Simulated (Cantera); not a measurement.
Charge: 1 mol B, 1.1 mol Cl2, held at 1.00 bar.

Cantera equilibrium calculation (NASA polynomials, part measured and part estimated; ideal gas, pure solids and liquids). Candidate condensed phases: B; 7 gas species. The tables' values for BCl2, BCl are old estimates; treat these amounts as uncertain. Kinetics and transport are ignored.

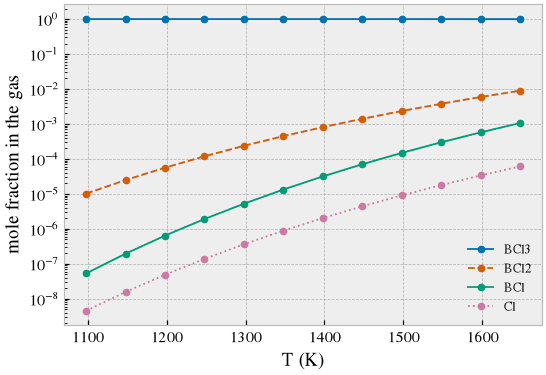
Figure: Equilibrium gas composition (values under 1e-9 drawn at 1e-9)

From 1098 K to 1648 K the condensed part is B(s). The main B-bearing gas is BCl3 throughout.
